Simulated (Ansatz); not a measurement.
# SnH4 + HO2 radical: a complex and its separated parts

The complex below is one end of an elementary step. How strongly is it bound against its free parts?

Method: PBE0-D4/def2-TZVP structures, single points in def2-TZVPP, no counterpoise correction; program: Ansatz 0.2.0, Gaussian basis.

Levels: SPW92, PBE-D4, BLYP-D4, r2SCAN-D4, B97M-V, PBE0-D4, B3LYP-D4, r2SCAN0-D4, BHLYP-D4, CAM-B3LYP-D4, wB97X-V, wB97M-V, B2PLYP, PBE-QIDH, RPA on PBE, Hartree-Fock, MP2, CCSD, CCSD(T).

Correlated methods freeze the cores. Filled d shells of the heavier atoms are correlated. Core potentials replace the inner electrons past krypton, and spin-orbit coupling is left out. Orbitals are unrestricted. B3LYP uses VWN-RPA correlation. B2PLYP carries no dispersion term here.

88 further runs of the same task are left out: 88 set aside as unsound or not needed. Runs told in other sessions of the task aren't counted.

## Step 1: The system as given

The complex: 8 atoms, charge 0, spin multiplicity 2.

Atoms are counted from 1 here; the program's logs count them from 0.

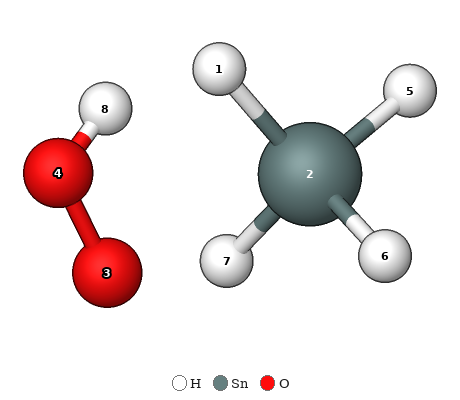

Start geometry, drawn with hydrogen white, tin teal, oxygen red; atoms are numbered from 1 in the order of the file.

As a file:

```xyz
8
charge 0, multiplicity 2
H    -0.2339    0.9534    0.6723
Sn    1.1586    0.1113    0.0920
O    -1.5942   -1.0214   -0.7406
O    -2.3941   -0.1788   -0.1520
H     2.4828    0.9891    0.7209
H     1.1774   -1.4705    0.7078
H     1.1982    0.1554   -1.6045
H    -1.7947    0.4614    0.3042
```

Its parts: SnH4 holds atoms 1, 2, 5, 6, 7; HO2 radical holds atoms 3, 4, 8. Each part counts its atoms afresh in its own runs.

## Step 2: Relaxing SnH4 alone

The input, relax-a/in.yaml:

```yaml
crystal:
  periodic: [false, false, false]
  atoms:
    - {symbol: H, position_ang: [-0.233868, 0.953439, 0.672296]}
    - {symbol: Sn, position_ang: [1.158566, 0.111333, 0.091973]}
    - {symbol: H, position_ang: [2.482776, 0.989091, 0.720898]}
    - {symbol: H, position_ang: [1.177376, -1.470486, 0.707810]}
    - {symbol: H, position_ang: [1.198174, 0.155369, -1.604539]}
basis:
  gaussian: {orbitals: def2-TZVP}
hamiltonian: {xc: pbe0, dispersion: d4}
relax: {f_tol: 0.005, max_steps: 200}
```

Command:

```bash
$ ansatz run in.yaml --threads 4 --pin off --events-out ev --progress --plain --max-ram 9574MiB
```

Log, shortened:

```text
Functional definition: PBE0
  name "PBE0"
  cite "Adamo & Barone, J. Chem. Phys. 110, 6158 (1999) doi:10.1063/1.478522"
  cite "Perdew, Burke & Ernzerhof, Phys. Rev. Lett. 77, 3865 (1996) doi:10.1103/PhysRevLett.77.3865"
  parent pbe
[...]
637 factors; their error is unknown
[...]
mean field -5895.73017808 eV, -216.6640877750 hartree, gradient 5.0e-5 eV, S^2 0.000000; 0 other end points of the search recorded, 0 dependent functions left out
[...]
reference -5895.73021346 eV, -216.6640890753 hartree; 13, 13 occupied and 61, 61 virtual orbitals, 637 factors
[...]
reference -5895.74708301 eV, -216.6647090199 hartree; 13, 13 occupied and 61, 61 virtual orbitals, 637 factors
Total energy: -5895.78957744 eV, -216.6662706614 hartree
Atom 0 at    -0.260041     0.927820     0.653720 Å, force     0.000257    -0.000109    -0.000069 eV/Å
Atom 1 at     1.156642     0.147745     0.117684 Å, force    -0.000235    -0.000010    -0.000008 eV/Å
Atom 2 at     2.521175     0.976591     0.712579 Å, force    -0.000256    -0.000263    -0.000192 eV/Å
Atom 3 at     1.172577    -1.456893     0.690160 Å, force     0.000116     0.000370    -0.000118 eV/Å
Atom 4 at     1.192670     0.143484    -1.585704 Å, force     0.000119     0.000013     0.000388 eV/Å
Dipole moment:     0.000042    -0.000004    -0.000004 e Å
```

It took 2.1 s on 4 threads of Arm Neoverse V1, shared host.

Step by step:

| step | energy from step 1 (eV) | largest force component (eV/Å) |
| --- | --- | --- |
| 1 | 0.0000 | 0.4624 |
| 2 | -0.0036 | 0.1941 |
| 3 | -0.0168 | 0.0222 |
| 4 | -0.0169 | 0.0004 |

Distances of close pairs at the start and the end, largest changes first:

| bond | before (Å) | after (Å) | change (Å) |
| --- | --- | --- | --- |
| H1–Sn2 | 1.728 | 1.704 | -0.024 |
| Sn2–H5 | 1.698 | 1.704 | +0.006 |
| Sn2–H4 | 1.698 | 1.704 | +0.006 |
| Sn2–H3 | 1.709 | 1.704 | -0.005 |

## Step 3: Relaxing HO2 radical alone

The input, relax-b/in.yaml:

```yaml
crystal:
  periodic: [false, false, false]
  atoms:
    - {symbol: O, position_ang: [-1.594249, -1.021445, -0.740618]}
    - {symbol: O, position_ang: [-2.394121, -0.178817, -0.151959]}
    - {symbol: H, position_ang: [-1.794654, 0.461417, 0.304237]}
basis:
  gaussian: {orbitals: def2-TZVP}
magnetization: {spin_polarized: true, initial_magnetization: 1}
hamiltonian: {xc: pbe0, dispersion: d4}
relax: {f_tol: 0.005, max_steps: 200}
```

Command:

```bash
$ ansatz run in.yaml --threads 4 --pin off --events-out ev --progress --plain --max-ram 9574MiB
```

Log, shortened:

```text
[... 5 set-up lines as earlier in the session ...]
[...]
346 factors; their error is unknown
[...]
mean field -4103.92971036 eV, -150.8166351121 hartree, gradient 3.2e-5 eV, S^2 0.754113; 1 other end points of the search recorded, 0 dependent functions left out
[...]
reference -4103.93634013 eV, -150.8168787520 hartree; 9, 8 occupied and 59, 60 virtual orbitals, 346 factors
Total energy: -4103.94632010 eV, -150.8172455089 hartree
Atom 0 at    -1.594359    -1.026954    -0.744506 Å, force    -0.000529     0.000692     0.000485 eV/Å
Atom 1 at    -2.387122    -0.173376    -0.148068 Å, force     0.000790    -0.000243    -0.000166 eV/Å
Atom 2 at    -1.801543     0.461485     0.304234 Å, force    -0.000261    -0.000449    -0.000319 eV/Å
Dipole moment:     0.108724     0.377983     0.267516 e Å
```

Wall time 2.3 s (4 threads of Arm Neoverse V1, shared host).

Step by step:

| step | energy from step 1 (eV) | largest force component (eV/Å) |
| --- | --- | --- |
| 1 | 0.0000 | 0.5934 |
| 2 | -0.0060 | 0.1847 |
| 3 | -0.0066 | 0.0097 |
| 4 | -0.0066 | 0.0055 |
| 5 | -0.0066 | 0.0008 |

Distances of close pairs at the start and the end, largest changes first:

| bond | before (Å) | after (Å) | change (Å) |
| --- | --- | --- | --- |
| O2–H3 | 0.989 | 0.975 | -0.014 |
| O1–O2 | 1.302 | 1.309 | +0.006 |

## Step 4: SPW92/def2-TZVPP

The input, parta/in.yaml:

```yaml
crystal:
  periodic: [false, false, false]
  atoms:
    - {symbol: H, position_ang: [-0.260041, 0.927820, 0.653720]}
    - {symbol: Sn, position_ang: [1.156642, 0.147745, 0.117684]}
    - {symbol: H, position_ang: [2.521175, 0.976591, 0.712579]}
    - {symbol: H, position_ang: [1.172577, -1.456893, 0.690160]}
    - {symbol: H, position_ang: [1.192670, 0.143484, -1.585704]}
basis:
  gaussian: {orbitals: def2-TZVPP}
hamiltonian: {xc: lda}
```

The input, partb/in.yaml:

```yaml
crystal:
  periodic: [false, false, false]
  atoms:
    - {symbol: O, position_ang: [-1.594359, -1.026954, -0.744506]}
    - {symbol: O, position_ang: [-2.387122, -0.173376, -0.148068]}
    - {symbol: H, position_ang: [-1.801543, 0.461485, 0.304234]}
basis:
  gaussian: {orbitals: def2-TZVPP}
magnetization: {spin_polarized: true, initial_magnetization: 1}
hamiltonian: {xc: lda}
```

One command serves all of them, each in its own folder.

Command:

```bash
$ ansatz run in.yaml --threads 4 --pin off --events-out ev --progress --plain --max-ram 9574MiB
```

Log of parta, shortened:

```text
Functional definition: SPW92
  name "SPW92"
  cite "Dirac, Proc. Camb. Phil. Soc. 26, 376 (1930) doi:10.1017/S0305004100016108"
  cite "Slater, Phys. Rev. 81, 385 (1951) doi:10.1103/PhysRev.81.385"
  cite "Perdew & Wang, Phys. Rev. B 45, 13244 (1992) doi:10.1103/PhysRevB.45.13244"
[...]
624 factors; their error is unknown
[...]
mean field -5885.19358434 eV, -216.2768750970 hartree, gradient 3.1e-5 eV, S^2 0.000000; 0 other end points of the search recorded, 0 dependent functions left out
reference -5885.19363015 eV, -216.2768767806 hartree; 13, 13 occupied and 93, 93 virtual orbitals, 624 factors
Total energy: -5885.19363015 eV, -216.2768767806 hartree
```

partb printed, shortened:

```text
[... 5 set-up lines as earlier in the session ...]
[...]
361 factors; their error is unknown
[...]
mean field -4078.96871073 eV, -149.8993352952 hartree, gradient 1.4e-5 eV, S^2 0.751628; 3 other end points of the search recorded, 0 dependent functions left out
reference -4078.96872909 eV, -149.8993359696 hartree; 9, 8 occupied and 67, 68 virtual orbitals, 361 factors
Total energy: -4078.96872909 eV, -149.8993359696 hartree
```

Times: 0.3 s (parta), 0.4 s (partb) on 4 threads of Arm Neoverse V1, shared host.

## Step 5: PBE-D4/def2-TZVPP

The same edit goes into each in.yaml of step 4 (parta, partb):

```diff
-hamiltonian: {xc: lda}
+hamiltonian: {xc: pbe, dispersion: d4}
```

The same command starts each run, in its folder.

Command:

```bash
$ ansatz run in.yaml --threads 4 --pin off --events-out ev --progress --plain --max-ram 9574MiB
```

Log of parta, shortened:

```text
Functional definition: PBE
  name "PBE"
[... 2 set-up lines as earlier in the session ...]
[...]
624 factors; their error is unknown
[...]
mean field -5895.30672565 eV, -216.6485261851 hartree, gradient 3.4e-5 eV, S^2 0.000000; 0 other end points of the search recorded, 0 dependent functions left out
reference -5895.30677416 eV, -216.6485279680 hartree; 13, 13 occupied and 93, 93 virtual orbitals, 624 factors
Total energy: -5895.35813919 eV, -216.6504155980 hartree
```

partb printed, shortened:

```text
[... 4 set-up lines as earlier in the session ...]
[...]
361 factors; their error is unknown
[...]
mean field -4104.26800412 eV, -150.8290671785 hartree, gradient 2.6e-5 eV, S^2 0.752026; 4 other end points of the search recorded, 0 dependent functions left out
reference -4104.26802387 eV, -150.8290679045 hartree; 9, 8 occupied and 67, 68 virtual orbitals, 361 factors
Total energy: -4104.28041693 eV, -150.8295233410 hartree
```

They took 0.45 s (parta), 0.7 s (partb) on 4 threads of Arm Neoverse V1, shared host.

## Step 6: BLYP-D4/def2-TZVPP

Each input of step 5 (parta, partb) changes in the same lines:

```diff
-hamiltonian: {xc: pbe, dispersion: d4}
+hamiltonian: {xc: {name: BLYP}, dispersion: d4}
```

Each run has its own folder and the same command.

Command:

```bash
$ ansatz run in.yaml --threads 4 --pin off --events-out ev --progress --plain --max-ram 9574MiB
```

parta printed, shortened:

```text
Functional definition: BLYP
  name "BLYP"
  cite "Becke, Phys. Rev. A 38, 3098 (1988) doi:10.1103/PhysRevA.38.3098"
  cite "Lee, Yang & Parr, Phys. Rev. B 37, 785 (1988) doi:10.1103/PhysRevB.37.785"
[...]
624 factors; their error is unknown
[...]
mean field -5893.98194774 eV, -216.5998414951 hartree, gradient 2.4e-5 eV, S^2 0.000000; 0 other end points of the search recorded, 0 dependent functions left out
reference -5893.98229304 eV, -216.5998541845 hartree; 13, 13 occupied and 93, 93 virtual orbitals, 624 factors
Total energy: -5894.09770961 eV, -216.6040956653 hartree
```

Log of partb, shortened:

```text
[... 4 set-up lines as earlier in the session ...]
[...]
361 factors; their error is unknown
[...]
mean field -4108.00461331 eV, -150.9663850338 hartree, gradient 3.2e-5 eV, S^2 0.752201; 4 other end points of the search recorded, 0 dependent functions left out
reference -4108.00481704 eV, -150.9663925206 hartree; 9, 8 occupied and 67, 68 virtual orbitals, 361 factors
Total energy: -4108.03453996 eV, -150.9674848176 hartree
```

They took 0.45 s (parta), 0.75 s (partb) on 4 threads of Arm Neoverse V1, shared host.

## Step 7: r2SCAN-D4/def2-TZVPP

The same edit goes into each in.yaml of step 6 (parta, partb):

```diff
-hamiltonian: {xc: {name: BLYP}, dispersion: d4}
+hamiltonian: {xc: r2scan, dispersion: d4}
```

The same command starts each run, in its folder.

Command:

```bash
$ ansatz run in.yaml --threads 4 --pin off --events-out ev --progress --plain --max-ram 9574MiB
```

Log of parta, shortened:

```text
Functional definition: r2SCAN
  name "r2SCAN"
  cite "Furness, Kaplan, Ning, Perdew & Sun, J. Phys. Chem. Lett. 11, 8208 (2020) doi:10.1021/acs.jpclett.0c02405"
  cite "Furness, Kaplan, Ning, Perdew & Sun, J. Phys. Chem. Lett. 11, 9248 (2020) doi:10.1021/acs.jpclett.0c03077"
  parent r2scan
[...]
624 factors; their error is unknown
[...]
mean field -5897.85726121 eV, -216.7422566381 hartree, gradient 4.8e-5 eV, S^2 0.000000; 0 other end points of the search recorded, 0 dependent functions left out
reference -5897.85727590 eV, -216.7422571780 hartree; 13, 13 occupied and 93, 93 virtual orbitals, 624 factors
Total energy: -5897.86855738 eV, -216.7426717648 hartree
```

Log of partb, shortened:

```text
[... 5 set-up lines as earlier in the session ...]
[...]
361 factors; their error is unknown
[...]
mean field -4106.31055942 eV, -150.9041297014 hartree, gradient 2.6e-5 eV, S^2 0.754376; 1 other end points of the search recorded, 0 dependent functions left out
reference -4106.31056449 eV, -150.9041298877 hartree; 9, 8 occupied and 67, 68 virtual orbitals, 361 factors
Total energy: -4106.31343840 eV, -150.9042355018 hartree
```

They took 0.9 s (parta), 0.95 s (partb) on 4 threads of Arm Neoverse V1, shared host.

## Step 8: B97M-V/def2-TZVPP

The same edit goes into each in.yaml of step 7 (parta, partb):

```diff
-hamiltonian: {xc: r2scan, dispersion: d4}
+hamiltonian: {xc: {name: B97M-V}}
```

Each run has its own folder and the same command.

Command:

```bash
$ ansatz run in.yaml --threads 4 --pin off --events-out ev --progress --plain --max-ram 9574MiB
```

parta printed, shortened:

```text
Functional definition: B97M-V
  name "B97M-V"
  cite "Mardirossian & Head-Gordon, J. Chem. Phys. 142, 074111 (2015) doi:10.1063/1.4907719"
  cite "Becke, J. Chem. Phys. 107, 8554 (1997) doi:10.1063/1.475007"
  cite "Vydrov & Van Voorhis, J. Chem. Phys. 133, 244103 (2010) doi:10.1063/1.3521275"
  # Of w^i u^j: cxij and so on, Table III.
[...]
  gx(w, u) = cx00 + cx01*u + cx02*u^2 + (cx10 + cx11*u)*w
[...]
  gos(w, u) = cos00 + cos01*u + cos03*u^3 + cos10*w + cos32*w^3*u^2
[...]
      + integral(e_c_pw_mod_opposite_spin*gos(b97_w_opposite, b97_u_opposite)) + vv10(b, c)
624 factors; their error is unknown
[...]
mean field -5896.02038479 eV, -216.6747526749 hartree, gradient 7.1e-5 eV, S^2 0.000000; 0 other end points of the search recorded, 0 dependent functions left out
reference -5896.02045405 eV, -216.6747552203 hartree; 13, 13 occupied and 93, 93 virtual orbitals, 624 factors
Total energy: -5896.02045405 eV, -216.6747552203 hartree
```

partb printed, shortened:

```text
[... 5 set-up lines as earlier in the session ...]
  # Of w^i u^j: cxij and so on, Table III.
[...]
  gx(w, u) = cx00 + cx01*u + cx02*u^2 + (cx10 + cx11*u)*w
[...]
  gos(w, u) = cos00 + cos01*u + cos03*u^3 + cos10*w + cos32*w^3*u^2
[...]
      + integral(e_c_pw_mod_opposite_spin*gos(b97_w_opposite, b97_u_opposite)) + vv10(b, c)
361 factors; their error is unknown
[...]
mean field -4106.88162883 eV, -150.9251161150 hartree, gradient 5.0e-5 eV, S^2 0.754269; 1 other end points of the search recorded, 0 dependent functions left out
reference -4106.88165382 eV, -150.9251170337 hartree; 9, 8 occupied and 67, 68 virtual orbitals, 361 factors
Total energy: -4106.88165382 eV, -150.9251170337 hartree
```

Wall times: 1.8 s (parta), 1.2 s (partb) on 4 threads of Arm Neoverse V1, shared host.

## Step 9: PBE0-D4/def2-TZVPP

The same edit goes into each in.yaml of step 8 (parta, partb):

```diff
-hamiltonian: {xc: {name: B97M-V}}
+hamiltonian: {xc: pbe0, dispersion: d4}
+output: {orbitals: {seedname: orbitals}}
```

The same command starts each run, in its folder.

Command:

```bash
$ ansatz run in.yaml --threads 4 --pin off --events-out ev --progress --plain --max-ram 9574MiB
```

Output in parta, shortened:

```text
[... 5 set-up lines as earlier in the session ...]
[...]
697 factors; their error is unknown
[...]
mean field -5895.76583202 eV, -216.6653980329 hartree, gradient 7.5e-6 eV, S^2 0.000000; 0 other end points of the search recorded, 0 dependent functions left out
reference -5895.76586678 eV, -216.6653993104 hartree; 13, 13 occupied and 93, 93 virtual orbitals, 697 factors
Total energy: -5895.80836121 eV, -216.6669609520 hartree
```

Output in partb, shortened:

```text
[... 5 set-up lines as earlier in the session ...]
[...]
361 factors; their error is unknown
[...]
mean field -4103.97866146 eV, -150.8184340319 hartree, gradient 3.0e-5 eV, S^2 0.754109; 1 other end points of the search recorded, 0 dependent functions left out
reference -4103.97867548 eV, -150.8184345472 hartree; 9, 8 occupied and 67, 68 virtual orbitals, 361 factors
Total energy: -4103.98865544 eV, -150.8188013042 hartree
```

They took 0.45 s (parta), 0.4 s (partb) on 4 threads of Arm Neoverse V1, shared host.

## Step 10: B3LYP-D4/def2-TZVPP

Each input of step 9 (parta, partb) changes in the same lines:

```diff
-hamiltonian: {xc: pbe0, dispersion: d4}
-output: {orbitals: {seedname: orbitals}}
+hamiltonian: {xc: {name: B3LYP}, dispersion: d4}
```

One command serves all of them, each in its own folder.

Command:

```bash
$ ansatz run in.yaml --threads 4 --pin off --events-out ev --progress --plain --max-ram 9574MiB
```

Log of parta, shortened:

```text
Functional definition: B3LYP
  name "B3LYP"
  cite "Stephens, Devlin, Chabalowski & Frisch, J. Phys. Chem. 98, 11623 (1994) doi:10.1021/j100096a001"
[... 2 set-up lines as earlier in the session ...]
  cite "Vosko, Wilk & Nusair, Can. J. Phys. 58, 1200 (1980) doi:10.1139/p80-159"
[...]
668 factors; their error is unknown
[...]
mean field -5898.01471507 eV, -216.7480429608 hartree, gradient 7.5e-5 eV, S^2 0.000000; 0 other end points of the search recorded, 0 dependent functions left out
reference -5898.01497000 eV, -216.7480523293 hartree; 13, 13 occupied and 93, 93 virtual orbitals, 668 factors
Total energy: -5898.09895214 eV, -216.7511386162 hartree
```

Output in partb, shortened:

```text
[... 6 set-up lines as earlier in the session ...]
[...]
361 factors; their error is unknown
[...]
mean field -4108.29934331 eV, -150.9772161612 hartree, gradient 2.0e-5 eV, S^2 0.753752; 1 other end points of the search recorded, 0 dependent functions left out
reference -4108.29949156 eV, -150.9772216094 hartree; 9, 8 occupied and 67, 68 virtual orbitals, 361 factors
Total energy: -4108.31937740 eV, -150.9779524006 hartree
```

Wall times: 0.5 s (parta), 0.45 s (partb) on 4 threads of Arm Neoverse V1, shared host.

## Step 11: r2SCAN0-D4/def2-TZVPP

The same edit goes into each in.yaml of step 10 (parta, partb):

```diff
-hamiltonian: {xc: {name: B3LYP}, dispersion: d4}
+hamiltonian: {xc: {name: r2SCAN0}, dispersion: d4}
```

One command serves all of them, each in its own folder.

Command:

```bash
$ ansatz run in.yaml --threads 4 --pin off --events-out ev --progress --plain --max-ram 9574MiB
```

parta printed, shortened:

```text
Functional definition: r2SCAN0
  name "r2SCAN0"
  cite "Bursch, Neugebauer, Ehlert & Grimme, J. Chem. Phys. 156, 134105 (2022) doi:10.1063/5.0086040"
[... 3 set-up lines as earlier in the session ...]
[...]
697 factors; their error is unknown
[...]
mean field -5897.12271692 eV, -216.7152626335 hartree, gradient 7.1e-6 eV, S^2 0.000000; 0 other end points of the search recorded, 0 dependent functions left out
reference -5897.12272849 eV, -216.7152630586 hartree; 13, 13 occupied and 93, 93 virtual orbitals, 697 factors
Total energy: -5897.13614448 eV, -216.7157560871 hartree
```

Output in partb, shortened:

```text
[... 6 set-up lines as earlier in the session ...]
[...]
361 factors; their error is unknown
[...]
mean field -4105.55322301 eV, -150.8762981017 hartree, gradient 3.1e-5 eV, S^2 0.756265; 1 other end points of the search recorded, 0 dependent functions left out
reference -4105.55322696 eV, -150.8762982468 hartree; 9, 8 occupied and 67, 68 virtual orbitals, 361 factors
Total energy: -4105.55646153 eV, -150.8764171153 hartree
```

Wall times: 1 s (parta), 1.1 s (partb) on 4 threads of Arm Neoverse V1, shared host.

## Step 12: BHLYP-D4/def2-TZVPP

The same edit goes into each in.yaml of step 11 (parta, partb):

```diff
-hamiltonian: {xc: {name: r2SCAN0}, dispersion: d4}
+hamiltonian: {xc: {name: BHLYP}, dispersion: d4}
```

Each run has its own folder and the same command.

Command:

```bash
$ ansatz run in.yaml --threads 4 --pin off --events-out ev --progress --plain --max-ram 9574MiB
```

parta printed, shortened:

```text
Functional definition: BHLYP
  name "BHLYP"
  cite "Becke, J. Chem. Phys. 98, 1372 (1993) doi:10.1063/1.464304"
[... 2 set-up lines as earlier in the session ...]
[...]
720 factors; their error is unknown
[...]
mean field -5893.78935637 eV, -216.5927638927 hartree, gradient 6.1e-6 eV, S^2 0.000000; 0 other end points of the search recorded, 0 dependent functions left out
reference -5893.78952429 eV, -216.5927700636 hartree; 13, 13 occupied and 93, 93 virtual orbitals, 720 factors
Total energy: -5893.85456981 eV, -216.5951604426 hartree
```

Log of partb, shortened:

```text
[... 5 set-up lines as earlier in the session ...]
[...]
413 factors; their error is unknown
[...]
mean field -4106.14887882 eV, -150.8981880489 hartree, gradient 1.6e-5 eV, S^2 0.756727; 1 other end points of the search recorded, 0 dependent functions left out
reference -4106.14897654 eV, -150.8981916400 hartree; 9, 8 occupied and 67, 68 virtual orbitals, 413 factors
Total energy: -4106.16136000 eV, -150.8986467239 hartree
```

They took 0.5 s (parta), 0.75 s (partb) on 4 threads of Arm Neoverse V1, shared host.

## Step 13: CAM-B3LYP-D4/def2-TZVPP

Each input of step 12 (parta, partb) changes in the same lines:

```diff
-hamiltonian: {xc: {name: BHLYP}, dispersion: d4}
+hamiltonian: {xc: {name: CAM-B3LYP}, dispersion: d4}
```

Each run has its own folder and the same command.

Command:

```bash
$ ansatz run in.yaml --threads 4 --pin off --events-out ev --progress --plain --max-ram 9574MiB
```

Log of parta, shortened:

```text
Functional definition: CAM-B3LYP
  name "CAM-B3LYP"
  cite "Yanai, Tew & Handy, Chem. Phys. Lett. 393, 51 (2004) doi:10.1016/j.cplett.2004.06.011"
  cite "Iikura, Tsuneda, Yanai & Hirao, J. Chem. Phys. 115, 3540 (2001) doi:10.1063/1.1383587"
[... 2 set-up lines as earlier in the session ...]
[...]
  # Exact exchange under (alpha + beta erf(omega r))/r, Becke's under what is left of 1/r.
[...]
668 factors; their error is unknown
171 factors; integrals over basis functions are off by at most 1.1e-5 eV
[...]
mean field -5895.31684949 eV, -216.6488982295 hartree, gradient 9.3e-6 eV, S^2 0.000000; 0 other end points of the search recorded, 0 dependent functions left out
reference -5895.31697330 eV, -216.6489027794 hartree; 13, 13 occupied and 93, 93 virtual orbitals, 668 factors
Total energy: -5895.35981706 eV, -216.6504772584 hartree
```

Log of partb, shortened:

```text
[... 6 set-up lines as earlier in the session ...]
[...]
  # Exact exchange under (alpha + beta erf(omega r))/r, Becke's under what is left of 1/r.
[...]
361 factors; their error is unknown
81 factors; integrals over basis functions are off by at most 2.8e-5 eV
[...]
mean field -4107.00382326 eV, -150.9296066776 hartree, gradient 3.6e-5 eV, S^2 0.753895; 1 other end points of the search recorded, 0 dependent functions left out
reference -4107.00389519 eV, -150.9296093209 hartree; 9, 8 occupied and 67, 68 virtual orbitals, 361 factors
Total energy: -4107.01355359 eV, -150.9299642606 hartree
```

Wall times: 0.55 s (parta), 0.6 s (partb) on 4 threads of Arm Neoverse V1, shared host.

(Part 1 of 2 ends here.)
